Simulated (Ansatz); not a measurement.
# N2H (dinitrogen monohydride) at U-wB97X/STO-3G

Aim: the vertical doublet–quartet gap of N2H (dinitrogen monohydride) at U-wB97X/STO-3G, from 2 runs. 

Program for the calculation: Ansatz 0.2.0.

## Step 1: The structure to begin with

N2H: 3 atoms, total charge 0, spin state doublet. As SMILES, `[N]=N`. The shape is that of a GFN2-xTB optimisation.

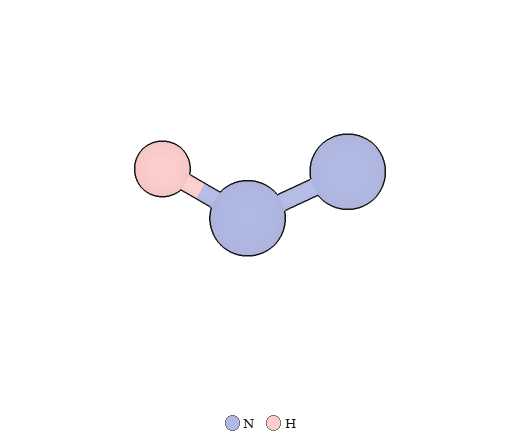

Viewed from a chosen angle; nitrogen light blue, hydrogen pink.

## Step 2: The energy at U-wB97X/STO-3G

run.yaml

```yaml
crystal:
  periodic: [false, false, false]
  atoms:
    - {symbol: "N", position_ang: [0.715210, -0.640440, 0.325220]}
    - {symbol: "N", position_ang: [-0.243160, -0.185380, -0.152740]}
    - {symbol: H, position_ang: [-0.472040, 0.825820, -0.172480]}
basis:
  gaussian:
    orbitals: STO-3G
accuracy: high
magnetization:
  spin_polarized: true
  initial_magnetization: 1
hamiltonian:
  xc: {name: wB97X}
```

The run is started by

```console
$ ansatz run run.yaml --threads 1 --pin off --max-ram 2610MiB --events-out events.jsonl --progress --plain --runs-dir runs
```

The program printed:

```text
Warning: RAYON_NUM_THREADS=1 ignored (pool sized by the plan → 1); use --threads N
Functional definition: wB97X
  name "wB97X"
  parameter omega = 0.3/bohr
  parameter cx = 0.157706
  parameter cx1 = 0.726479
  parameter cx2 = 1.04760
  parameter cx3 = -5.70635
  parameter cx4 = 13.2794
  parameter css1 = -4.33879
  parameter css2 = 18.2308
  parameter css3 = -31.7430
  parameter css4 = 17.2901
  parameter cos1 = 2.37031
  parameter cos2 = -11.3995
  parameter cos3 = 6.58405
  parameter cos4 = -3.78132
  exchange = spin_sum(e_x_unif_sr(omega)*poly(b97_u_x, 1 - cx, cx1, cx2, cx3, cx4)) + cx*exact_x_sr(omega)
      + exact_x_lr(omega)
  correlation = spin_sum(e_c_pw_same_spin*poly(b97_u_same, 1, css1, css2, css3, css4))
      + integral(e_c_pw_opposite_spin*poly(b97_u_opposite, 1, cos1, cos2, cos3, cos4))
168 factors; integrals over basis functions are off by at most 1.6e-8 eV
95 factors; integrals over basis functions are off by at most 5.8e-10 eV
mean field evaluation 1: about -2953.0253 eV, gradient 9.0e0 eV
mean field evaluation 2: about -2953.0239 eV, gradient 9.9e0 eV
mean field evaluation 4: about -2953.4954 eV, gradient 1.9e-1 eV
mean field evaluation 8: about -2953.4695 eV, gradient 7.6e-3 eV
mean field evaluation 16: about -2953.4695 eV, gradient 2.9e-6 eV
mean field -2953.46951804 eV, -108.5380028544 hartree, gradient 2.8e-8 eV, S^2 0.753308; 0 other end points of the search recorded, 0 dependent functions left out
reference -2953.46951717 eV, -108.5380028223 hartree; 8, 7 occupied and 3, 4 virtual orbitals, 168 factors
Total energy: -2953.46951717 eV, -108.5380028223 hartree
```

Wall time 3.9 s (1 thread of Arm Neoverse V1, shared host); peak memory 0.23 GiB.

## Step 3: The quartet at the same level

run.yaml

```yaml
basis:
  gaussian: {orbitals: STO-3G}
crystal:
  periodic: [false, false, false]
  atoms:
    - {symbol: "N", position_ang: [0.715210, -0.640440, 0.325220]}
    - {symbol: "N", position_ang: [-0.243160, -0.185380, -0.152740]}
    - {symbol: H, position_ang: [-0.472040, 0.825820, -0.172480]}
magnetization: {spin_polarized: true, initial_magnetization: 3}
hamiltonian: {xc: {name: wB97X}}
accuracy: high
```

The run is started by

```console
$ ansatz run run.yaml --threads 1 --pin off --max-ram 2610MiB --events-out events.jsonl --progress --plain --runs-dir runs
```

The program printed, cut to the lines that bear on the results:

```text
Warning: RAYON_NUM_THREADS=1 ignored (pool sized by the plan → 1); use --threads N
[... 2 set-up lines as earlier in the session ...]
[...]
      + exact_x_lr(omega)
[...]
      + integral(e_c_pw_opposite_spin*poly(b97_u_opposite, 1, cos1, cos2, cos3, cos4))
168 factors; integrals over basis functions are off by at most 1.6e-8 eV
95 factors; integrals over basis functions are off by at most 5.8e-10 eV
[...]
mean field -2947.15291045 eV, -108.3058718070 hartree, gradient 9.8e-8 eV, S^2 3.750730; 1 other end points of the search recorded, 0 dependent functions left out
reference -2947.15290963 eV, -108.3058717771 hartree; 9, 6 occupied and 2, 5 virtual orbitals, 168 factors
Total energy: -2947.15290963 eV, -108.3058717771 hartree
```

Run time: 4.5 s. Hardware: 1 thread of Arm Neoverse V1, shared host; peak memory 0.23 GiB.

## Step 4: Results

At U-wB97X/STO-3G:

```
                                        quantity          value
                           doublet: total energy  -108.53800 Eh
                                   doublet: ⟨S²⟩          0.753
                           quartet: total energy  -108.30587 Eh
                                   quartet: ⟨S²⟩          3.751
vertical energy of the quartet above the doublet       6.317 eV
```

**Reading.** At this shape the quartet lies 6.32 eV (609 kJ/mol) above the doublet. In a minimal basis such a difference can be off by several eV, whatever the method.
